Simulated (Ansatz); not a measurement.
## In in Ag(111), 2x2: scattering by a point defect

Wanted: the reflection from a plane of defects, In in Ag(111), 2x2, and the resistivity it implies.

Method: Ansatz plane-wave DFT, PBE, PAW files; ballistic transport by layer matching (Landauer), zero bias; PAW set soft_1, in the first sound run; inputs show where later runs differ, in Ansatz 0.2.0.

## 1. Set-up

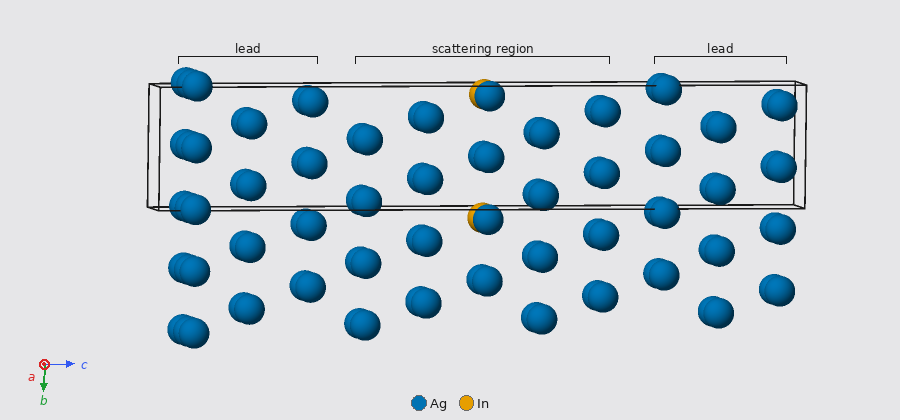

The cell as given, from the side, with the c axis across the page (silver blue, indium orange). 1×2×1 cells are drawn. Some periodic images of atoms are drawn too.

The cell holds 44 atoms: 43 Ag and 1 In. Cell: a = 5.779 Å, b = 5.779 Å, c = 26.004 Å, α = 86.8°, β = 93.2°, γ = 120.0°. It derives from Ag. Regions: lead, 24 atoms (24 Ag); scattering region, 20 atoms (19 Ag and 1 In). The structure is stacked along c, and the current runs across the ab planes.

## 2. Transmission at ideal sites

The defect sits in one plane of the supercell, all atoms on ideal sites; the layers about the cell's end are the lead. The mesh across the current, 10×10, is finer than the density's, because channels open and close sharply across the zone. Energies from -0.1 to 0.1 eV in steps of 0.05 eV are too few for the program's thermal sum, so it prints no conductance; for a metal the transmission near the Fermi level serves, at a fraction of the cost.

The input, input.yaml:

```yaml
crystal:
  lattice:
    - [5.7787594586, 0.0, 0.0]
    - [-2.8893797293, 5.0045524935, 0.0]
    - [-1.4446898646, 0.8340920822, 25.9508553696]
  atoms:
    - { symbol: Ag, position: [0.0075757576, 0.9924242424, 0.0454545455] }
    - { symbol: Ag, position: [0.0075757576, 0.4924242424, 0.0454545455] }
    - { symbol: Ag, position: [0.5075757576, 0.9924242424, 0.0454545455] }
    - { symbol: Ag, position: [0.5075757576, 0.4924242424, 0.0454545455] }
    - { symbol: Ag, position: [0.1893939394, 0.3106060606, 0.1363636364] }
    - { symbol: Ag, position: [0.1893939394, 0.8106060606, 0.1363636364] }
    - { symbol: Ag, position: [0.6893939394, 0.3106060606, 0.1363636364] }
    - { symbol: Ag, position: [0.6893939394, 0.8106060606, 0.1363636364] }
    - { symbol: Ag, position: [0.3712121212, 0.1287878788, 0.2272727273] }
    - { symbol: Ag, position: [0.3712121212, 0.6287878788, 0.2272727273] }
    - { symbol: Ag, position: [0.8712121212, 0.1287878788, 0.2272727273] }
    - { symbol: Ag, position: [0.8712121212, 0.6287878788, 0.2272727273] }
    - { symbol: Ag, position: [0.053030303, 0.946969697, 0.3181818182] }
    - { symbol: Ag, position: [0.053030303, 0.446969697, 0.3181818182] }
    - { symbol: Ag, position: [0.553030303, 0.946969697, 0.3181818182] }
    - { symbol: Ag, position: [0.553030303, 0.446969697, 0.3181818182] }
    - { symbol: Ag, position: [0.2348484848, 0.2651515152, 0.4090909091] }
    - { symbol: Ag, position: [0.2348484848, 0.7651515152, 0.4090909091] }
    - { symbol: Ag, position: [0.7348484848, 0.2651515152, 0.4090909091] }
    - { symbol: Ag, position: [0.7348484848, 0.7651515152, 0.4090909091] }
    - { symbol: In, position: [0.4166666667, 0.0833333333, 0.5] }
    - { symbol: Ag, position: [0.4166666667, 0.5833333333, 0.5] }
    - { symbol: Ag, position: [0.9166666667, 0.0833333333, 0.5] }
    - { symbol: Ag, position: [0.9166666667, 0.5833333333, 0.5] }
    - { symbol: Ag, position: [0.0984848485, 0.9015151515, 0.5909090909] }
    - { symbol: Ag, position: [0.0984848485, 0.4015151515, 0.5909090909] }
    - { symbol: Ag, position: [0.5984848485, 0.9015151515, 0.5909090909] }
    - { symbol: Ag, position: [0.5984848485, 0.4015151515, 0.5909090909] }
    - { symbol: Ag, position: [0.2803030303, 0.2196969697, 0.6818181818] }
    - { symbol: Ag, position: [0.2803030303, 0.7196969697, 0.6818181818] }
    - { symbol: Ag, position: [0.7803030303, 0.2196969697, 0.6818181818] }
    - { symbol: Ag, position: [0.7803030303, 0.7196969697, 0.6818181818] }
    - { symbol: Ag, position: [0.4621212121, 0.0378787879, 0.7727272727] }
    - { symbol: Ag, position: [0.4621212121, 0.5378787879, 0.7727272727] }
    - { symbol: Ag, position: [0.9621212121, 0.0378787879, 0.7727272727] }
    - { symbol: Ag, position: [0.9621212121, 0.5378787879, 0.7727272727] }
    - { symbol: Ag, position: [0.1439393939, 0.8560606061, 0.8636363636] }
    - { symbol: Ag, position: [0.1439393939, 0.3560606061, 0.8636363636] }
    - { symbol: Ag, position: [0.6439393939, 0.8560606061, 0.8636363636] }
    - { symbol: Ag, position: [0.6439393939, 0.3560606061, 0.8636363636] }
    - { symbol: Ag, position: [0.3257575758, 0.1742424242, 0.9545454545] }
    - { symbol: Ag, position: [0.3257575758, 0.6742424242, 0.9545454545] }
    - { symbol: Ag, position: [0.8257575758, 0.1742424242, 0.9545454545] }
    - { symbol: Ag, position: [0.8257575758, 0.6742424242, 0.9545454545] }
kpoints:
  mp_grid: { grid: [4, 4, 1] }
hamiltonian:
  xc: pbe
  pseudopotentials: { kind: paw, azcp: { folder: soft_1 } }
scf:
  occupations: { method: fermi_dirac, width: 0.1 }
output:
  transmission: { leads: [[0, 4]], kmesh: [10, 10], e_range: [-0.1, 0.1], de: 0.05 }
  write_potential: true
  write_density: true
  volumetric_format: npy
  elf: true
```

Launch:

```
$ ansatz run input.yaml --threads 4 --pin off --max-ram 15360MiB --backend cpu --events-out ev --progress --plain --runs-dir out
```

Numbers of over 12 decimals in the logs are rounded to 6 here.

The log of the run:

```text
Engine: ansatz 0.2.0, x86_64-unknown-linux-gnu
Pseudopotentials: kind: paw
Pseudopotential: Ag, paw, valence charge 19, recommended cutoff 420 eV (normal), soft_1/Ag.paw.azcp
Pseudopotential: In, paw, valence charge 13, recommended cutoff 420 eV (normal), soft_1/In.paw.azcp
Functional definition: PBE
  parameter kappa = 0.804
  parameter beta = 0.066725
  exchange = pbe_x(kappa = kappa, mu = beta*pi^2/3)
  correlation = pbe_c(beta = beta)
Crystal: 44 atoms, lattice volume = 750.501 Å³
Basis set: ecut = 420 eV, 14721 PW (Γ)
Bands: 498, of which v1, the nominal top of the filled ones, is band 415 counted from 1 (414 counted from 0)
Symmetry: 4 space group operations
Space group: C2/m (ITA 12), of the structure as read, at distance tolerance 9.1e-5 Å
k-points: 7 of 16
Non-local potential: Ag, projectors of the file, l = 0: 3, l = 1: 2, l = 2: 2, l = 3: 1
Non-local potential: In, projectors of the file, l = 0: 2, l = 1: 2, l = 2: 2, l = 3: 1
PAW form: soft (Blöchl's): semilocal exchange-correlation on the pseudo side does not see the compensation charge
PAW one-centre angular grid: Ag, 590 points (default); XC on 64 Gauss nodes
PAW one-centre angular grid: In, 590 points (default); XC on 64 Gauss nodes
Initial density: superposition of atomic densities (chi_scale 0.1, normalization cell, long waves kept (reshape's long-wave potential 0.56 eV rms))
Initial wavefunctions: pseudopotential atomic-orbital guess
Functional: x = pbe(κ = 0.804, μ = 0.219515), c = pbe(β = 0.066725)
SCF iter   1: F=—  HF=-332007.238619 eV  |F-HF|=—  |Δ(HF+E_count)|=         —  Δρ=7.41e-2  dr2=1.77e2  ethr=3.10e-3  ⟨swp⟩=4.3  Hψ=10445  notcnv=0  defer=104
preconditioner: auto → Kerker (q_TF=auto, 2.774 Å⁻¹)  [metal: Δε(μ)=0.064 eV  Ē_g=10.404 eV  σ=0.100 eV  W_gap=0.16  n_scr=292 (ndim 8)  ℏωp=29.9 eV  f_vac=0.000  D(μ)=11.72/eV (n_scr^D=66)]
SCF iter   2: F=—  HF=-331996.299827 eV  |F-HF|=—  |Δ(HF+E_count)|=    1.09e1  Δρ=2.59e-2  dr2=6.97e1  ethr=3.10e-3  ⟨swp⟩=2.0  Hψ=5485  notcnv=0  defer=414
SCF iter   3: F=—  HF=-331994.237821 eV  |F-HF|=—  |Δ(HF+E_count)|=    2.06e0  Δρ=8.88e-3  dr2=2.53e1  ethr=3.10e-3  ⟨swp⟩=1.3  Hψ=4015  notcnv=0  defer=413
SCF iter   4: F=—  HF=-331993.894741 eV  |F-HF|=—  |Δ(HF+E_count)|=   3.43e-1  Δρ=4.98e-3  dr2=2.47e0  ethr=3.05e-3  ⟨swp⟩=2.3  Hψ=3129  notcnv=0  defer=413
SCF iter   5: F=—  HF=-331993.783787 eV  |F-HF|=—  |Δ(HF+E_count)|=   1.11e-1  Δρ=2.27e-3  dr2=5.85e-1  ethr=2.97e-4  ⟨swp⟩=1.1  Hψ=4013  notcnv=0  defer=417
SCF iter   6: F=—  HF=-331993.767731 eV  |F-HF|=—  |Δ(HF+E_count)|=   1.61e-2  Δρ=1.28e-3  dr2=3.75e-2  ethr=7.05e-5  ⟨swp⟩=1.0  Hψ=3056  notcnv=0  defer=417
SCF iter   7: F=—  HF=-331993.766097 eV  |F-HF|=—  |Δ(HF+E_count)|=   1.63e-3  Δρ=2.56e-4  dr2=4.76e-3  ethr=4.52e-6  ⟨swp⟩=2.0  Hψ=3130  notcnv=0  defer=417
SCF iter   8: F=—  HF=-331993.765884 eV  |F-HF|=—  |Δ(HF+E_count)|=   2.13e-4  Δρ=1.45e-4  dr2=7.28e-4  ethr=5.74e-7  ⟨swp⟩=2.0  Hψ=4717  notcnv=0  defer=417
SCF iter   9: F=—  HF=-331993.765840 eV  |F-HF|=—  |Δ(HF+E_count)|=   4.40e-5  Δρ=7.26e-5  dr2=5.88e-5  ethr=8.77e-8  ⟨swp⟩=2.0  Hψ=5650  notcnv=0  defer=417
SCF iter  10: F=—  HF=-331993.766569 eV  |F-HF|=—  |Δ(HF+E_count)|=   7.30e-4  Δρ=1.84e-5  dr2=8.21e-6  ethr=7.08e-9  ⟨swp⟩=2.0  Hψ=5928  notcnv=0  defer=418
SCF iter  11: F=—  HF=-331993.766570 eV  |F-HF|=—  |Δ(HF+E_count)|=   5.18e-7  Δρ=6.15e-6  dr2=4.87e-7  ethr=9.90e-10  ⟨swp⟩=2.9  Hψ=4651  notcnv=0  defer=418
SCF iter  12: F=-331993.766570 eV  HF=-331993.766570 eV  |F-HF|=5.47e-9  |Δ(HF+E_count)|=   2.97e-9  Δρ=1.89e-6  dr2=2.36e-8  ethr=1.20e-11  ⟨swp⟩=8.3  Hψ=13042  notcnv=0
SCF 1 converged in 12 iterations: F = -331993.766570 eV  dr2 = 2.36e-8
  greatest PAW one-centre occupation: 1.001 electrons in one spin orbital (limit 2), on the Ag atom at site 23 (counted from 0), in its partial waves of l = 0
transmission: 104 of 1023 steps passed
transmission: 212 of 1023 steps passed
[...]
transmission: 1023 of 1023 steps passed
SCF converged after 12 iterations
Free energy (F): -331993.766570 eV
Harris-Foulkes:  -331993.766570 eV  (|F-HF|=5.47e-9)
Internal energy: -331993.319880 eV  (E = F + TS)
E sigma→0 (E₀):  -331993.543225 eV
Entropy (-TS):   -0.446690 eV (-10.152 meV/atom)
Fermi energy:    17.220995 eV
--- Per-component energies (eV) ---
  E_band       = -10103.157729
  E_kinetic    = 20342.323503
  E_local      = -91046.452068  (includes V_loc(G=0)·N_el)
  E_nonlocal   = 1688.222163
  E_hartree    = 44724.218874
  E_xc         = -6992.643082
  E_vxc        = -8760.699452  (∫ρ·V_xc dr)
  E_paw        = -174287.245915  (= ΣΔE_a)
  E_vpaw       = -21775.036154  (= ΣTr[D̂ρ^β])
  E_aug_tail   = 0.016341  (compensation charges beyond the density's cutoff)
  E_ewald      = -126421.759697
  E_smearing   = -0.446690  (= −TS)
  E_closure    = -0.000000  (closes the sum)
  Σ components = -331993.766570   (vs F -331993.766570, Δ=0.00e0)
--- Band table (eV; the first three rows and the last of 7) ---
  k-point 0: bands = [... 411 lower, 17.4070, 17.4682, 17.6680, 17.7147, 17.8414, 17.8436, 18.0151, 18.0367, ... 79 higher]
  k-point 1: bands = [... 411 lower, 16.8778, 16.9809, 17.0149, 17.1283, 17.2431, 17.3274, 17.4540, 17.4778, ... 79 higher]
  k-point 2: bands = [... 411 lower, 16.8745, 16.9513, 16.9554, 17.0037, 17.0819, 17.1413, 17.1451, 17.5512, ... 79 higher]
  k-point 6: bands = [... 411 lower, 16.7923, 16.8440, 16.8451, 17.2694, 17.2797, 17.3379, 17.3586, 17.4581, ... 79 higher]
--- Transmission ---
  basis      : 253 plane waves across, 33 finite elements along
  points     : 31, standing for a mesh of 10 x 10
  energies   : 5 from -0.100000 to 0.100000 eV about the Fermi level, 0.050000 eV apart; the leads are filled to 0.000000 eV, and channels, transmission and decay are at 0.000000 eV
  crystal 0  : Ag4, at the sites [0, 4], period 2.3592 Å, over 23.59 Å; its Hamiltonian steps by up to 2.8 meV
    offset         : up to 0.0000 Å between an atom of the period and one for which it stands
    channels       : 3.210000e0 a spin
    conductance    : none, the energies end too early or step too widely for 300 K: set another output.transmission.e_range or a lower de, or, where they end at an eighth of basis.ecutwfc, a higher one
  junction   : crystal 0 to crystal 0, 0.70 to 24.29 Å
    transmission   : 2.804381e0 a spin
    conductance    : none, the energies end too early or step too widely for 300 K: set another output.transmission.e_range or a lower de, or, where they end at an eighth of basis.ecutwfc, a higher one
```

Wall time 3.1 min (4 threads of Intel Xeon Platinum 8559C (Emerald Rapids), shared host); peak memory 6.3 GiB; 11 min of CPU time.

Numbers from this step:

* free energy: -331993.7666 eV
* energy at zero smearing: -331993.5432 eV
* Fermi energy: 17.22 eV
* cell area: 28.92 Å²
* transmission per spin nearest the Fermi level: 2.804
* open channels per spin nearest the Fermi level: 3.21
* step of the lead's potential: 2.8 meV

Per spin. The transmission, zone mean by energy, zero at the Fermi level:

```
energy (eV)  transmission, zone mean
    -0.1000                     2.93
    -0.0500                     2.80
     0.0000                     2.80
     0.0500                     2.96
     0.1000                     2.98
```

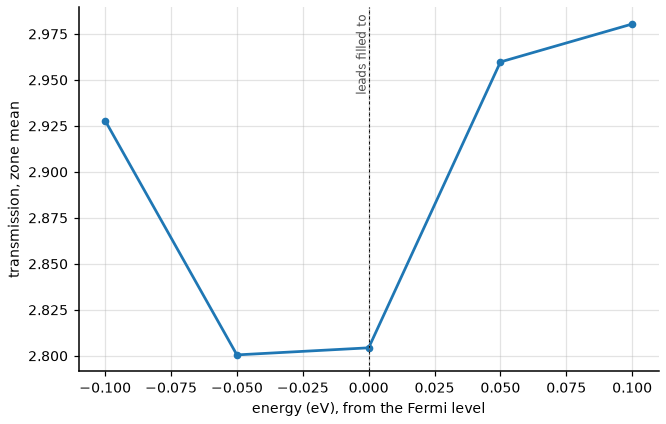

Transmission, zone mean against energy.

Per spin. The open channels, zone mean, lead stays at 3.21 for energy from -0.1 to 0.1 eV.

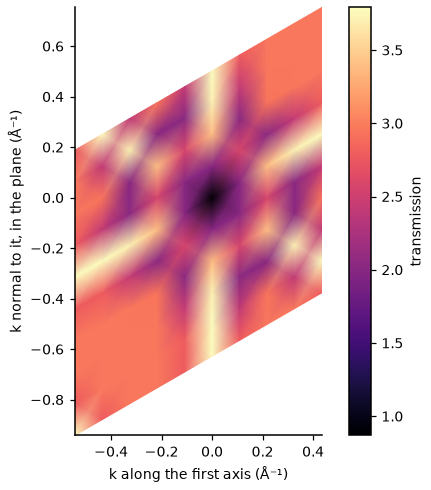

Transmission over k1 and k2. At 0.0000 eV from the Fermi level.

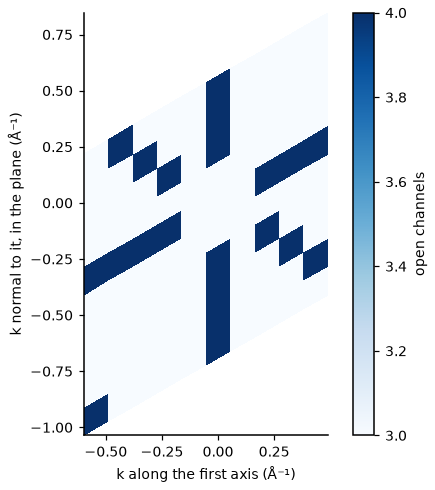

Open channels over k1 and k2. At 0.0000 eV from the Fermi level.

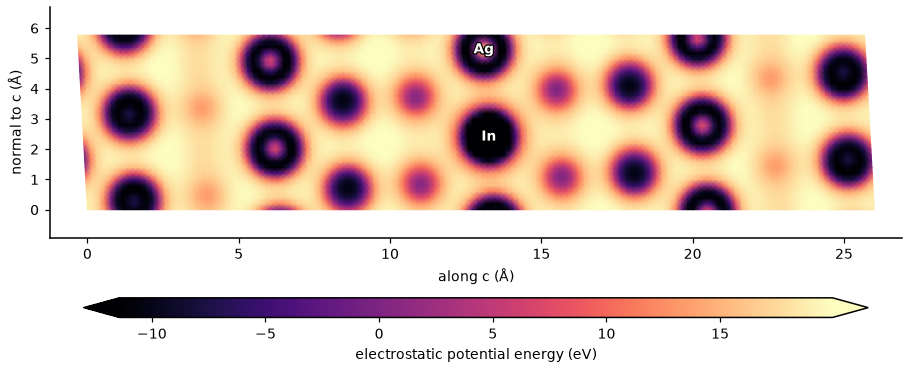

Electrostatic potential energy in the ca plane at fractional y = 0.083, with atoms of In and Ag within 0.2 Å of it. With pseudopotentials it is smooth inside the atoms' cores, unlike the true potential.

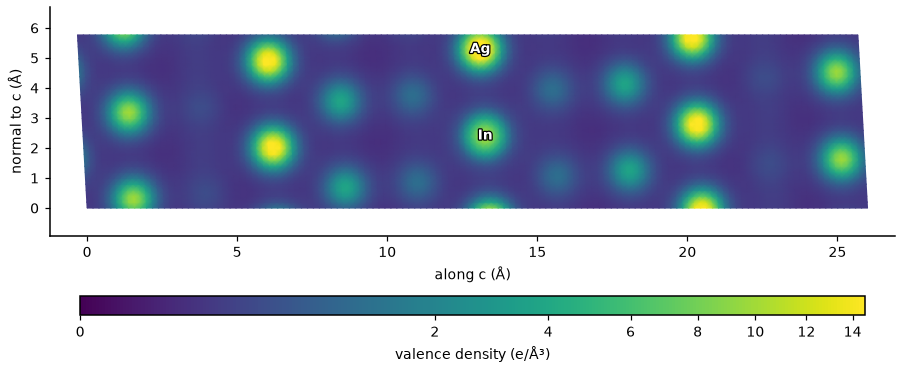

Valence density in the ca plane at fractional y = 0.083, with atoms of In and Ag within 0.2 Å of it. It is the smooth field of the valence electrons, not physical close to the nuclei. The colour scale is stretched toward low values.

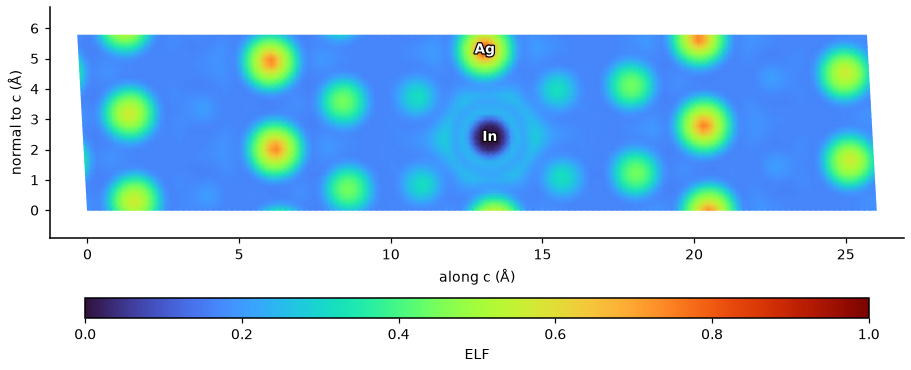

ELF in the ca plane at fractional y = 0.083, with atoms of In and Ag within 0.2 Å of it. It is the smooth field of the valence electrons, not physical close to the nuclei.

Over the solved energies the transmission per spin lies between 2.80 and 2.98, out of 3.21 channels of the lead on average (up to 3.21).

## 3. Resistance at ideal sites

This step: Ansatz plane-wave DFT, PBE, PAW files; ballistic transport by layer matching (Landauer), zero bias; area resistance of the defect plane and resistivity an atomic per cent; PAW set soft_1 (Ansatz 0.2.0).

This step gave:

| Item | Value |
| --- | --- |
| area resistance | 0.1446 fΩ m² |
| T over the leads' mean channel count | 0.8894 |
| resistivity per at.% scaled from this dense plane, with the factor 3/4 for isotropic scattering | 1.839 µΩ cm |

Averaged over the energies near the Fermi level, 88.9 % of the channels pass, which makes 0.145 fΩ m².

By hand, with T and the leads' channels N averaged over the energies near the Fermi level: RA = A (h/2e²)(1/T − 1/N) = 28.92×10⁻²⁰ m² × 12 906 Ω × (1/2.855 − 1/3.210) = 0.145 fΩ m². Per atomic per cent: RA × A / V_atom × 0.01 × 3/4 = 1.84 µΩ cm, with the host's V_atom = 17.06 Å³.

## 4. The same junction, with changed settings

The run is repeated with changed settings as a check of sensitivity.

This step: Ansatz plane-wave DFT, PBE, PAW files; ballistic transport by layer matching (Landauer), zero bias; changed: hamiltonian.pseudopotentials = {"kind": "paw", "source": "ansatz"}, hamiltonian.dispersion = "d3bjatm" (Ansatz 0.2.0).

input.yaml: that of step 2 with these lines changed.

```diff
@@ -54,3 +54,4 @@
   xc: pbe
-  pseudopotentials: { kind: paw, azcp: { folder: soft_1 } }
+  pseudopotentials: { kind: paw, source: ansatz }
+  dispersion: d3bjatm
 scf:
@@ -62,2 +63 @@
   volumetric_format: npy
-  elf: true
```

The log of the run:

```text
[...]
Crystal: 44 atoms, lattice volume = 750.501 Å³
Basis set: ecut = 710 eV, 32363 PW (Γ)
Bands: 503, of which v1, the nominal top of the filled ones, is band 419 counted from 1 (418 counted from 0)
[... 1 set-up line as in the run before ...]
[...]
k-points: 7 of 16
[...]
SCF iter   1: F=—  HF=-336043.681204 eV  |F-HF|=—  |Δ(HF+E_count)|=         —  Δρ=6.80e-2  dr2=2.70e2  ethr=3.10e-3  ⟨swp⟩=4.9  Hψ=10576  notcnv=0  defer=278
[...]
SCF iter  14: F=-336028.725020 eV  HF=-336028.725020 eV  |F-HF|=1.06e-8  |Δ(HF+E_count)|=   8.06e-8  Δρ=1.80e-6  dr2=3.30e-8  ethr=1.19e-11  ⟨swp⟩=9.4  Hψ=16037  notcnv=0
SCF 1 converged in 14 iterations: F = -336028.725020 eV  dr2 = 3.30e-8
[...]
transmission: 174 of 1736 steps passed
transmission: 348 of 1736 steps passed
[...]
transmission: 1736 of 1736 steps passed
SCF converged after 14 iterations
Free energy (F): -336028.725020 eV
[...]
Internal energy: -336028.278800 eV  (E = F + TS)
E sigma→0 (E₀):  -336028.501910 eV
Entropy (-TS):   -0.446220 eV (-10.141 meV/atom)
Fermi energy:    19.115365 eV
[...]
--- Band table (eV; the first three rows and the last of 7) ---
  k-point 0: bands = [... 415 lower, 19.3016, 19.3629, 19.5627, 19.6095, 19.7363, 19.7386, 19.9101, 19.9318, ... 80 higher]
  k-point 1: bands = [... 415 lower, 18.7718, 18.8750, 18.9092, 19.0226, 19.1376, 19.2219, 19.3487, 19.3724, ... 80 higher]
  k-point 2: bands = [... 415 lower, 18.7684, 18.8454, 18.8495, 18.8977, 18.9759, 19.0355, 19.0393, 19.4459, ... 80 higher]
  k-point 6: bands = [... 415 lower, 18.6860, 18.7378, 18.7389, 19.1638, 19.1741, 19.2324, 19.2531, 19.3523, ... 80 higher]
--- Transmission ---
  basis      : 433 plane waves across, 56 finite elements along
  points     : 31, standing for a mesh of 10 x 10
[...]
channels       : 3.210000e0 a spin
[...]
junction   : crystal 0 to crystal 0, 0.61 to 24.20 Å
    transmission   : 2.804000e0 a spin
[...]
```

It took 14 min on 4 threads; peak memory 11 GiB.

Numbers from this step:

* free energy: -336028.7250 eV
* energy at zero smearing: -336028.5019 eV
* Fermi energy: 19.12 eV

Per spin. Table of transmission, zone mean by energy, zero at the Fermi level:

```
energy (eV)  transmission, zone mean
    -0.1000                     2.93
    -0.0500                     2.80
     0.0000                     2.80
     0.0500                     2.96
     0.1000                     2.98
```

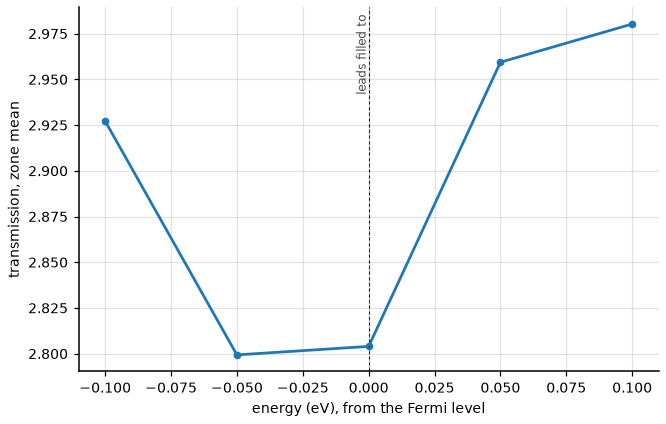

Transmission, zone mean, plotted against energy.

The transmission per spin nearest the Fermi level is unchanged within 0.05 %.

## 5. Outcome

```json
{
  "share of channels that pass, rigid": "0.889",
  "area resistance, rigid": "0.145 fΩ m²",
  "resistivity per at.% from the area resistance, times 3/4, rigid": "1.84 µΩ cm"
}
```

In words: The plane of defects adds 0.14 fΩ m². Scaled to one atomic per cent that is 2.5 µΩ cm as it stands and 1.8 with the factor 3/4 for isotropic scattering on a spherical Fermi surface. These are rough estimates of the dilute value, not bounds. One In in each 2x2 cell reflects 11 % of the lead's channels. The defects form a dense periodic sheet that scatters coherently, unlike a dilute random alloy. T and N are means over the solved energies nearest the Fermi level.

[Logs are printed without paths, hosts, clocks, repeated set-up lines and the standing remarks that a program may print on its own settings, such as how far it seeks lower states.]

[Hosts, paths, dates, database ids (printed as entryN), source tags and the programs' standing remarks are cut or masked in the printed files.]
